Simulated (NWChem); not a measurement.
# triplet C3H6 at 6 levels

We compute a comparison of 6 runs (U-revPBE/cc-pVDZ, UBLYP/cc-pVDZ, UPBE/cc-pVDZ, U-r2SCAN/cc-pVDZ, USVWN5/cc-pVDZ, UTPSS/cc-pVDZ) of triplet C3H6. 

The calculation is run with NWChem 7.3.0.

## 1. The molecule

C3H6 has 9 atoms, charge 0, and is taken as a triplet. As SMILES of the parent species, `C=CC`. Geometry: relaxed at PBE0-D4/def2-TZVP. That shape belongs to the parent species and isn't relaxed for this state.

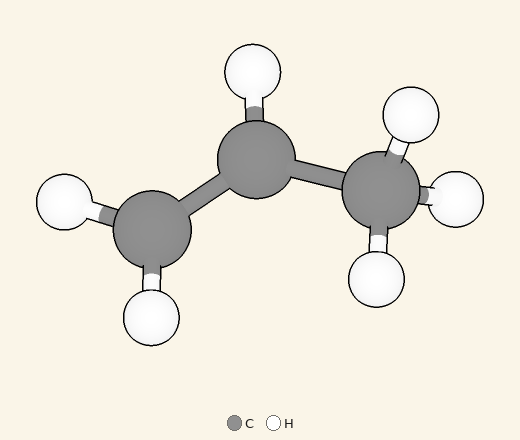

Viewed from a chosen angle; carbon grey, hydrogen white.

## 2. The energy at U-revPBE/cc-pVDZ (run 1)

Input file work.xyz:

```xyz
9
C3H6
C     -1.129400     0.554100    -0.580200
C      0.157600     0.266300    -0.447400
C      0.744900    -0.543600     0.656400
H     -1.864800     0.202700     0.137400
H     -1.495500     1.149800    -1.408200
H      0.857000     0.641500    -1.192300
H      1.261600    -1.425300     0.264300
H      1.490400     0.033400     1.212800
H     -0.021900    -0.879100     1.357300
```

Input file run.py:

```python
from ase.io import read
from ase.calculators.nwchem import NWChem

system = read('work.xyz')

calc = NWChem(
    label='work',
    theory='dft',
    memory='2200 mb',
    basis='cc-pVDZ',
    basispar='spherical bse',
    dft={'xc': 'revpbe cpbe96', 'mult': '3', 'grid': 'xfine', 'convergence': 'energy 1e-08', 'iterations': '100', 'mulliken': None, 'print': 'low'},
    task='energy',
)
system.calc = calc

print(f"energy = {system.get_potential_energy():.6f} eV")
```

Run with:

```
$ export ASE_NWCHEM_COMMAND="nwchem PREFIX.nwi > PREFIX.nwo"
$ python run.py
```

Standard output:

```text
energy = -3202.914683 eV
```

The calculator wrote work.nwi:

```
title "work"

permanent_dir work

scratch_dir work

start work

geometry units angstrom nocenter noautosym noautoz
  C  -1.1294000000000000e+00 5.5410000000000004e-01 -5.8020000000000005e-01
  C  1.5759999999999999e-01 2.6629999999999998e-01 -4.4740000000000002e-01
  C  7.4490000000000001e-01 -5.4359999999999997e-01 6.5639999999999998e-01
  H  -1.8648000000000000e+00 2.0269999999999999e-01 1.3739999999999999e-01
  H  -1.4955000000000001e+00 1.1497999999999999e+00 -1.4081999999999999e+00
  H  8.5699999999999998e-01 6.4149999999999996e-01 -1.1922999999999999e+00
  H  1.2616000000000001e+00 -1.4253000000000000e+00 2.6429999999999998e-01
  H  1.4903999999999999e+00 3.3399999999999999e-02 1.2128000000000001e+00
  H  -2.1899999999999999e-02 -8.7909999999999999e-01 1.3573000000000000e+00
end

memory 2200 mb

basis spherical bse noprint
   * library cc-pVDZ
end

dft
  xc revpbe cpbe96
  mult 3
  grid xfine
  convergence energy 1e-08
  iterations 100
  mulliken
  print low
end

task dft energy
```

work.nwo:

```text
Northwest Computational Chemistry Package (NWChem) 7.3.0
             --------------------------------------------------------

           Job information
           ---------------

    nwchem branch   = 7.3.0
    use scalapack   = T
    input           = work.nwi
    prefix          = work.
    data base       = work/work.db
    status          = startup
    nproc           =        1

           Memory information
           ------------------

[... 5 lines left out ...]
    hardfail = no
[... 37 lines left out ...]
            Nuclear Dipole moment (a.u.)
[... 103 lines left out ...]
         Total DFT energy =     -117.704944557899
[... 1 line left out ...]
           Coulomb energy =      126.932878694953
[... 1 line left out ...]
 Nuclear repulsion energy =       70.998126003957
[... 45 lines left out ...]
    Atom       Charge   Shell Charges
 -----------   ------   -------------------------------------------------------
    1 C    6     0.98   0.00  0.02  0.01  0.55  0.37  0.04
    2 C    6     0.89   0.00  0.02  0.01  0.54  0.28  0.04
    3 C    6     0.03   0.00 -0.00 -0.00 -0.01 -0.00  0.05
[... 5 lines of this table left out ...]
    9 H    1    -0.00   0.00 -0.00 -0.00

     --------------------------
     Expectation value of S2:
     --------------------------
      <S2> =      2.0065 (Exact =     2.0000)

 Task  times  cpu:       51.9s     wall:       51.9s
 Total times  cpu:       52.0s     wall:       52.0s
```

Wall time 53 s (1 thread of Intel Xeon Platinum 8488C (Sapphire Rapids), shared host); peak memory 0.14 GiB.

## 3. A single-point energy at UBLYP/cc-pVDZ (run 2)

Input file geom.xyz:

```xyz
9
C3H6 energy
C     -1.129400     0.554100    -0.580200
C      0.157600     0.266300    -0.447400
C      0.744900    -0.543600     0.656400
H     -1.864800     0.202700     0.137400
H     -1.495500     1.149800    -1.408200
H      0.857000     0.641500    -1.192300
H      1.261600    -1.425300     0.264300
H      1.490400     0.033400     1.212800
H     -0.021900    -0.879100     1.357300
```

Input file geom.nw:

```
start geom
title "C3H6 energy"
memory stack 880 mb heap 220 mb global 1100 mb

geometry noautosym nocenter noautoz
  load geom.xyz
end

basis spherical bse
  * library cc-pVDZ
end

dft
  xc becke88 lyp
  mult 3
  grid xfine
  convergence energy 1e-08
  maxiter 100
  mulliken
  print low
end

task dft energy
```

Run with:

```
$ nwchem geom.nw > geom.out
```

Standard output:

```text
[...]
 d= 0,ls=0.0,diis     1   -117.6228674191 -1.89D+02  4.77D-03  7.36D-02     5.3
[...]
 d= 0,ls=0.0,diis    10   -117.6592192922 -1.52D-09  3.65D-07  8.60D-10    50.8
[...]
         Total DFT energy =     -117.659219292154
      One electron energy =     -297.120978057377
           Coulomb energy =      126.940305510721
    Exchange-Corr. energy =      -18.476672749455
 Nuclear repulsion energy =       70.998126003957
[...]
      Total Density - Mulliken Population Analysis
     ---------------------------------------------
    Atom       Charge   Shell Charges
 -----------   ------   -------------------------------------------------------
    1 C    6     5.93   2.01  0.67  0.35  2.09  0.75  0.05
    2 C    6     6.13   2.02  0.67  0.46  2.12  0.79  0.07
    3 C    6     5.92   2.02  0.67  0.28  2.14  0.77  0.05
    4 H    1     1.01   0.75  0.23  0.03
    5 H    1     1.01   0.75  0.22  0.03
    6 H    1     1.05   0.76  0.26  0.03
    7 H    1     0.98   0.74  0.20  0.03
    8 H    1     0.98   0.74  0.20  0.03
    9 H    1     1.00   0.75  0.22  0.03
[...]
      <S2> =      2.0052 (Exact =     2.0000)
[...]
```

Wall time 52 s (1 thread of Intel Xeon Platinum 8488C (Sapphire Rapids), shared host); peak memory 0.13 GiB.

Runs 3 to 5 aren't shown in full; the table further down has their settings and results.

## 4. The energy at UTPSS/cc-pVDZ (run 6)

Input file c3h6.nw:

```
start c3h6
memory 2200 mb

geometry units au noautosym nocenter noautoz
   C  -2.13425669  1.04709725 -1.09641910
   C   0.29782084  0.50323407 -0.84546347
   C   1.40765699 -1.02725512  1.24041623
   H  -3.52396128  0.38304749  0.25964837
   H  -2.82608542  2.17280710 -2.66111233
   H   1.61949529  1.21225931 -2.25312046
   H   2.38407848 -2.69342665  0.49945461
   H   2.81644782  0.06311685  2.29185984
   H  -0.04138500 -1.66125824  2.56492527
end

basis spherical bse
   * library cc-pVDZ
end

dft
   xc xtpss03 ctpss03
   mult 3
   grid xfine
   convergence energy 1e-08
   iterations 100
   mulliken
end

task dft energy
```

Run with:

```
$ nwchem c3h6.nw > c3h6.out
```

Standard output:

```text
[...]
          Wavefunction type:  spin polarized.
          No. of atoms     :     9
          No. of electrons :    24
[...]
          Charge           :     0
          Spin multiplicity:     3
[...]
          AO basis - number of functions:    72
[...]
              XC Information
              --------------
                  TPSS metaGGA Exchange Functional  1.000
             TPSS03 metaGGA Correlation Functional  1.000
[...]
 d= 0,ls=0.0,diis     1   -117.7305558237 -1.89D+02  3.65D-03  5.30D-02     7.0
[...]
 d= 0,ls=0.0,diis     8   -117.7671880570 -8.04D-09  5.00D-06  2.43D-07    56.4
[...]
         Total DFT energy =     -117.767188056983
      One electron energy =     -297.132556328974
           Coulomb energy =      126.971704078980
    Exchange-Corr. energy =      -18.604456615211
 Nuclear repulsion energy =       70.998120808224
[...]
      Total Density - Mulliken Population Analysis
     ---------------------------------------------
    Atom       Charge   Shell Charges
 -----------   ------   -------------------------------------------------------
    1 C    6     5.99   2.01  0.67  0.40  2.07  0.79  0.05
    2 C    6     6.16   2.01  0.67  0.50  2.10  0.82  0.07
    3 C    6     5.99   2.01  0.67  0.32  2.12  0.81  0.05
    4 H    1     0.98   0.76  0.19  0.03
    5 H    1     0.97   0.76  0.18  0.03
    6 H    1     1.01   0.77  0.21  0.03
    7 H    1     0.96   0.75  0.18  0.03
    8 H    1     0.96   0.75  0.18  0.03
    9 H    1     0.98   0.76  0.19  0.03
[...]
      <S2> =      2.0085 (Exact =     2.0000)
[...]
```

Wall time 57 s (1 thread of Intel Xeon Platinum 8488C (Sapphire Rapids), shared host); peak memory 0.13 GiB.

## 5. Overview of the runs

```
run             level  energy (Eh)   ⟨S²⟩  wall time
  1  U-revPBE/cc-pVDZ  -117.704945  2.006       53 s
  2     UBLYP/cc-pVDZ  -117.659219  2.005       52 s
  3      UPBE/cc-pVDZ  -117.565058  2.006       45 s
  4  U-r2SCAN/cc-pVDZ  -117.672052  2.011       71 s
  5    USVWN5/cc-pVDZ  -116.587452  2.004       22 s
  6     UTPSS/cc-pVDZ  -117.767188  2.009       57 s
```

## 6. What came out

```
                                 quantity          value
                      run 6: total energy  -117.76719 Eh
                     run 6: dipole moment         0.33 D
run 6: HOMO energy (highest over α and β)       -1.64 eV
                              run 6: ⟨S²⟩          2.009
```

Over runs 4, 5, 6 the dipole moment (its size) runs from 0.32 D (U-r2SCAN/cc-pVDZ) to 0.50 D (USVWN5/cc-pVDZ). Totals of different functionals can't be ranked against each other. All runs together took 5 min, the longest 71 s.
